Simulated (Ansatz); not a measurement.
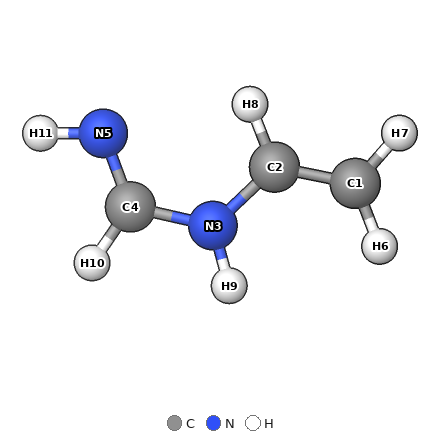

The system is C₃H₆N₂, SMILES C=CNC=N; the picture shows the reference structure. 
- The first coordinate is: dihedral C1–C2–N3–C4; the second: dihedral H6–C1–C2–N3.
- Nothing is relaxed (all other coordinates rigid).
- The grid has 18 × 18 points; 236 points were computed and 88 follow by symmetry.
- Points are written as (first, second).
- All energies are given in kcal/mol relative to the lowest grid point.
- The dihedral twists a double bond; near 90° a spin-restricted reference is unreliable.
- All numbers below come from RKS PBE0-D4/def2-SVP (Ansatz).

Its coordinates:

| atom | x (Å) | y (Å) | z (Å) |
| --- | --- | --- | --- |
| C | -0.3253 | 1.6876 | 1.2539 |
| C | -0.2307 | 0.4613 | 0.7261 |
| N | 0.2309 | 0.1747 | -0.5456 |
| C | 0.3170 | -1.0949 | -1.0596 |
| N | -0.0239 | -2.1294 | -0.4041 |
| H | -0.0349 | 2.5863 | 0.7012 |
| H | -0.7023 | 1.8164 | 2.2685 |
| H | -0.5197 | -0.4388 | 1.2751 |
| H | 0.5238 | 0.9415 | -1.1359 |
| H | 0.7120 | -1.0957 | -2.0920 |
| H | 0.1186 | -2.9659 | -0.9671 |

Range: dihedral C1–C2–N3–C4 from −180 to 160°; dihedral H6–C1–C2–N3 from −180 to 160°.

> What landscape does the calculation give?

The lowest grid point is at (−180°, 0°); the map holds 2 wells of about this depth. There are further wells near (0°, 0°) (4.1 kcal/mol above the lowest at that grid point); (0°, −180°) (4.4 kcal/mol above the lowest at that grid point). The highest grid point, (−100°, 100°), lies 92 kcal/mol above the lowest. On the interpolated surface the easiest way out of the lowest well to the well at (0°, 0°) passes a barrier of about 12 kcal/mol. Round the minimum the valley is somewhat tilted: raising dihedral C1–C2–N3–C4 shifts the best value of dihedral H6–C1–C2–N3 upwards (coupling k₁₂/√(k₁₁k₂₂) about −0.2).

```csv
"dihedral H6–C1–C2–N3 ↓, dihedral C1–C2–N3–C4 →",−180,−140,−100,−60,−20,20,60,100,140
160,5,10,17,15,10,10,15,15,8
120,39,49,58,52,46,47,54,54,43
80,67,72,87,87,76,75,84,92,80
40,18,21,30,30,24,24,29,33,26
0,0,4,11,10,5,5,10,11,4
−40,18,26,33,29,24,24,30,30,21
−80,67,80,92,84,75,76,87,87,72
−120,39,43,54,54,47,46,52,58,49
−160,5,8,15,15,10,10,15,17,10
```

The table holds every second grid line.

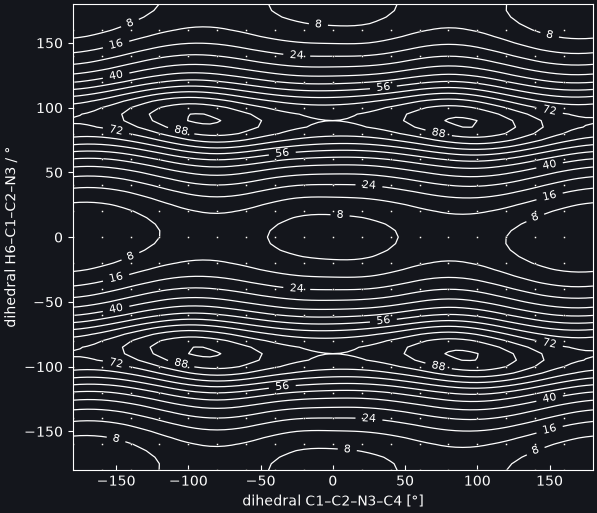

The picture shows contour lines labelled in kcal/mol, dots at the grid points. Between grid points the surface is interpolated.

Each point was launched as `ansatz run input.yaml --threads 1 --pin off --max-ram 2560MiB --backend cpu --events-out ev --progress --plain --runs-dir out`. The whole map (236 points run) took 13 min on 1 thread of Arm Neoverse V2, on a shared host.
